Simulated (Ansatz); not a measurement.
**Converging the k-point mesh: a (100) slab of Al2Cu (cut from a parent of space group no. 139; 12 atoms in the cell)**

```xyz
12
Lattice="4.0404 0.0000 0.0000 0.0000 5.6737 0.0000 0.0000 0.0000 20.0606" Properties=species:S:1:pos:R:3 pbc="T T T"
Al     2.0202     1.4184     9.0202
Al     0.0000     1.4184     7.0000
Cu     0.0000     2.8368     9.0202
Al     0.0000     4.2553     7.0000
Al     2.0202     4.2553     9.0202
Cu     2.0202     0.0000     7.0000
Al     2.0202     1.4184    13.0606
Al     0.0000     1.4184    11.0404
Cu     0.0000     2.8368    13.0606
Al     0.0000     4.2553    11.0404
Al     2.0202     4.2553    13.0606
Cu     2.0202     0.0000    11.0404
```

Level of theory: LDA (PW92), default PAW files made with PBE (plane waves; Ansatz, an electronic-structure program).

Base settings: basis.ecutwfc = 30.9 Ry; kpoints.mp_grid.grid = 7 5 1; hamiltonian.xc = lda; hamiltonian.pseudopotentials = {kind: paw} (the program's default PAW files); scf.occupations.method = gaussian; scf.occupations.width = 0.0073 Ry.

Only quantities that move along the ladder and can be compared are tabulated.

The count of work is k-points × plane waves × bands × iterations; it is no time. Core times come from one kind of shared machine, to one figure; runs under 30 s give none.

The starting cell comes from a database of computed structures (which also holds hypothetical and non-ambient phases and stackings), without a prior relaxation at this level. The slab is cut from that crystal, and its faces are unrelaxed. Its lattice was rescaled by up to half a per cent. Spin polarisation is off.

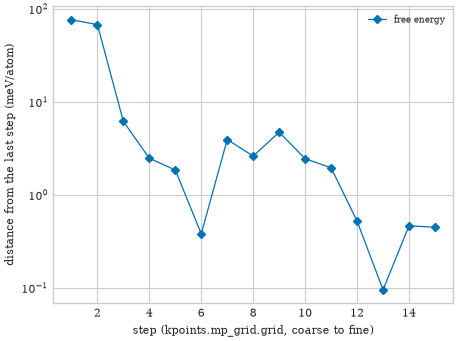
Figure: Distance from the last step along the ladder; very small values are drawn at a floor.

```csv
kpoints.mp_grid.grid,free energy less the last step's (meV/atom),largest difference of a force vector from the last step's (eV/Å),count of work / last,core time / last (rough)
2 1 1,-76.63,0.632,0.025,–
2 2 1,68.01,0.490,0.051,–
3 2 1,-6.19,0.229,0.051,–
3 3 1,-2.48,0.215,0.056,–
4 3 1,1.86,0.122,0.068,–
5 3 1,0.38,0.103,0.076,–
5 4 1,-3.95,0.197,0.10,–
6 4 1,-2.62,0.075,0.14,–
7 5 1,4.74,0.062,0.14,–
8 6 1,2.46,0.110,0.23,0.2
10 7 1,-1.96,0.024,0.30,0.3
11 8 1,-0.52,0.037,0.34,0.3
13 9 1,-0.10,0.017,0.40,0.4
15 11 1,0.47,0.008,0.55,0.6
18 13 1,0.45,0.015,0.80,0.8
21 15 1,0.00,0.000,1.0,1
```

Coarsest kpoints.mp_grid.grid that holds the forces within 0.02 eV/Å: not settled: the last two steps still differ by 0.015 eV/Å, over half the tolerance, so the ladder does not show it.

Coarsest kpoints.mp_grid.grid that holds the free energy within 1 meV/atom of the last step, with all finer ones: 11 8 1, at 0.34 of the last step's count of work and about 0.3 of the last step's time; the step before is off by 2.0 meV/atom.

Keys are those of Ansatz 0.2.
